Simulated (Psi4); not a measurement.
**PN (SMILES N#P) at B3LYP/cc-pVDZ (sweep point 5)**

What is the energy change on altering one bond length of PN at B3LYP/cc-pVDZ (sweep point 5)? The job is set up through a Python script.

The calculation is run with Psi4 1.11.

**1. The molecule**

PN: 2 atoms, total charge 0, spin state singlet. As SMILES, `N#P`. The bond length is the measured one.

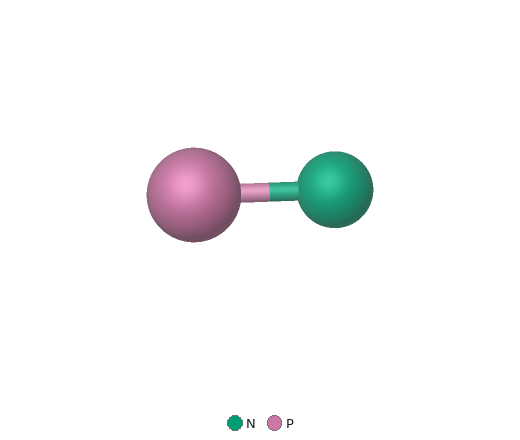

The structure, seen from a chosen angle (nitrogen teal, phosphorus pink).

**2. A single-point energy at B3LYP/cc-pVDZ (sweep point 5)**

The input, run.py:

```python
import psi4

psi4.set_memory('1600 MB')
psi4.set_num_threads(1)
psi4.set_output_file('psi4.out', False)

mol = psi4.geometry("""
0 1
N      0.000000     0.000000     0.000000
P      0.000000     0.000000     1.490866
symmetry c1
""")

psi4.set_options({
    'puream': True,
    'scf_type': 'pk',
    'dft_radial_points': 99,
    'dft_spherical_points': 590,
})

e, wfn = psi4.energy("b3lyp/cc-pVDZ", return_wfn=True)
print(f'b3lyp/cc-pVDZ energy: {e:.10f} Eh')
```

Started as:

```bash
$ python run.py
```

psi4.out:

```text
[...]
  Running in c1 symmetry.
[...]
  Nuclear repulsion =   37.269350243650337
[...]
  Multiplicity = 1
[...]
  Nalpha       = 11
  Nbeta        = 11
[...]
    Number of basis functions: 32
[...]
   @RKS iter   1:  -395.72821251522078   -1.08393e-01   2.60977e-02 ADIIS/DIIS
[...]
   @RKS iter   9:  -396.08050357292575   -1.76345e-09   1.06614e-07 DIIS
[...]
    Orbital Energies [Eh]
    ---------------------
    Doubly Occupied:
       1A    -77.122502     2A    -14.362443     3A     -6.597971
       4A     -4.759018     5A     -4.759018     6A     -4.755835
       7A     -0.854209     8A     -0.490939     9A     -0.331894
      10A     -0.331894    11A     -0.321638
[...]
  @RKS Final Energy:  -396.08050357292575
   => Energetics <=
    Nuclear Repulsion Energy =             37.2693502436503366
    One-Electron Energy =                -620.0183225289797520
    Two-Electron Energy =                 210.9202399984634155
    DFT Exchange-Correlation Energy =     -24.2517712860598316
    Empirical Dispersion Energy =           0.0000000000000000
    VV10 Nonlocal Energy =                  0.0000000000000000
    Total Energy =                       -396.0805035729257497
[...]
 Multipole Moments:
 ------------------------------------------------------------------------------------
     Multipole            Electronic (a.u.)      Nuclear  (a.u.)        Total (a.u.)
 ------------------------------------------------------------------------------------
 L = 1.  Multiply by 2.5417464519 to convert [e a0] to [Debye]
 Dipole X            :         -0.0000000            0.0000000           -0.0000000
 Dipole Y            :          0.0000000            0.0000000            0.0000000
 Dipole Z            :          1.3970745           -0.4240837            0.9729908
 Magnitude           :                                                    0.9729908
[...]
```

The script printed:

```text
b3lyp/cc-pVDZ energy: -396.0805035729 Eh
```

Run time: 7.5 s. Hardware: 1 thread of Intel Xeon Platinum 8259CL at 2.50GHz (Skylake/Cascade Lake), shared host; peak memory 0.4 GiB.

**3. The distorted shape at the same level**

The input, calc.py:

```python
import psi4

psi4.set_memory('1600 MB')
psi4.set_num_threads(1)
psi4.set_output_file('psi4.out', False)

molecule = psi4.geometry("""
N      0.000000     0.000000    -0.298134
P      0.000000     0.000000     1.490866
symmetry c1
""")

psi4.set_options({
    'puream': True,
    'scf_type': 'pk',
    'dft_radial_points': 99,
    'dft_spherical_points': 590,
})

result = psi4.energy('b3lyp/cc-pVDZ', molecule=molecule)
print(f'total energy {result:.8f} hartree = {result * 27.211386:.5f} eV')
for k, v in sorted(psi4.core.scalar_variables().items()):
    print(f'{k:45s} {v:18.10f}')
```

Started as:

```bash
$ python calc.py
```

psi4.out:

```text
[...]
  Running in c1 symmetry.
[...]
  Nuclear repulsion =   31.058472398183344
[...]
  Multiplicity = 1
[...]
  Nalpha       = 11
  Nbeta        = 11
[...]
    Number of basis functions: 32
[...]
   @RKS iter   1:  -395.62298970007032   -3.25886e-01   2.69073e-02 ADIIS/DIIS
[...]
   @RKS iter  10:  -396.01915413647151   -8.60098e-10   1.99441e-07 DIIS
[...]
    Orbital Energies [Eh]
    ---------------------
    Doubly Occupied:
       1A    -77.160988     2A    -14.412601     3A     -6.623336
       4A     -4.785196     5A     -4.785196     6A     -4.781917
       7A     -0.783469     8A     -0.531428     9A     -0.323053
      10A     -0.297495    11A     -0.297495
[...]
  @RKS Final Energy:  -396.01915413647151
   => Energetics <=
    Nuclear Repulsion Energy =             31.0584723981833442
    One-Electron Energy =                -607.3813077045582531
    Two-Electron Energy =                 204.4129020721244387
    DFT Exchange-Correlation Energy =     -24.1092209022210717
    Empirical Dispersion Energy =           0.0000000000000000
    VV10 Nonlocal Energy =                  0.0000000000000000
    Total Energy =                       -396.0191541364715704
[...]
 Multipole Moments:
 ------------------------------------------------------------------------------------
     Multipole            Electronic (a.u.)      Nuclear  (a.u.)        Total (a.u.)
 ------------------------------------------------------------------------------------
 L = 1.  Multiply by 2.5417464519 to convert [e a0] to [Debye]
 Dipole X            :          0.0000000            0.0000000            0.0000000
 Dipole Y            :          0.0000000            0.0000000            0.0000000
 Dipole Z            :          1.4231160           -0.5088893            0.9142267
 Magnitude           :                                                    0.9142267
[...]
```

Standard output:

```text
total energy -396.01915414 hartree = -10776.23007 eV
CURRENT ENERGY                                   -396.0191541365
CURRENT REFERENCE ENERGY                         -396.0191541365
DD SOLVATION ENERGY                                 0.0000000000
DFT FUNCTIONAL TOTAL ENERGY                      -396.0191541365
DFT TOTAL ENERGY                                 -396.0191541365
DFT VV10 ENERGY                                     0.0000000000
DFT XC ENERGY                                     -24.1092209022
GRID ELECTRONS ALPHA                               10.9999999825
GRID ELECTRONS BETA                                10.9999999825
GRID ELECTRONS TOTAL                               21.9999999651
NUCLEAR REPULSION ENERGY                           31.0584723982
ONE-ELECTRON ENERGY                              -607.3813077046
PCM POLARIZATION ENERGY                             0.0000000000
PE ENERGY                                           0.0000000000
SCF ITERATION ENERGY                             -396.0191541365
SCF ITERATIONS                                     10.0000000000
SCF TOTAL ENERGY                                 -396.0191541365
TWO-ELECTRON ENERGY                               204.4129020721
XC GRID RADIAL POINTS                              99.0000000000
XC GRID SPHERICAL POINTS                          590.0000000000
XC GRID TOTAL POINTS                           108854.0000000000
```

Run time: 7.5 s. Hardware: 1 thread of Intel Xeon Platinum 8259CL at 2.50GHz (Skylake/Cascade Lake), shared host; peak memory 0.4 GiB.

**4. Results**

Level: B3LYP/cc-pVDZ (sweep point 5).

```
                                                         quantity          value
                                        first shape: total energy  -396.08050 Eh
                                       first shape: dipole moment         2.47 D
                                         first shape: HOMO energy       -8.75 eV
                                         first shape: LUMO energy       -2.15 eV
                                       first shape: HOMO–LUMO gap        6.60 eV
                                    distorted shape: total energy  -396.01915 Eh
                                   distorted shape: dipole moment         2.32 D
                                     distorted shape: HOMO energy       -8.10 eV
                                     distorted shape: LUMO energy       -3.33 eV
                                   distorted shape: HOMO–LUMO gap        4.76 eV
energy change with the N1–P2 bond stretched from 1.491 to 1.789 Å       1.669 eV
```

In words: With the N1–P2 bond stretched from 1.491 to 1.789 Å the energy rises by 1.67 eV (161 kJ/mol). The first shape isn't relaxed at this level, so the change isn't measured from a minimum.
